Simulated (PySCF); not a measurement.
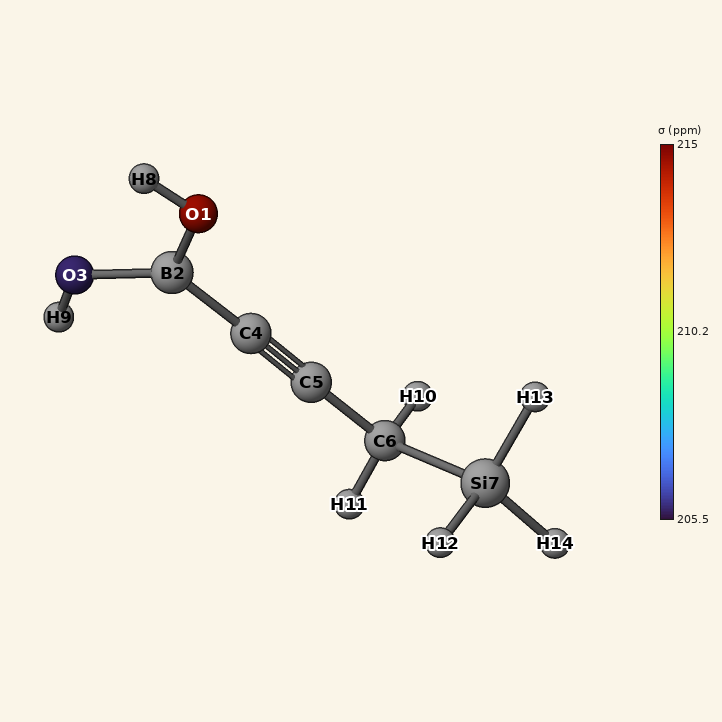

Atoms are coloured by their isotropic NMR shieldings (O only, the others grey). The computed structure is the end point of a GFN2-xTB optimisation. No frequency run is at hand to confirm it as a minimum. Properties computed with GIAO PBE0/pcSseg-1 NMR shielding, non-relativistic, gas phase (PySCF 2.14.0).

List the isotropic NMR shieldings of the O atoms.

| atom | σ (ppm) |
| --- | --- |
| O1 | 214.6 |
| O3 | 205.8 |

The geometry is semi-empirical. Around B, Si such bond lengths and angles can be off by a tenth of an ångström or more and by several degrees, and values that hang on the shape move with them.
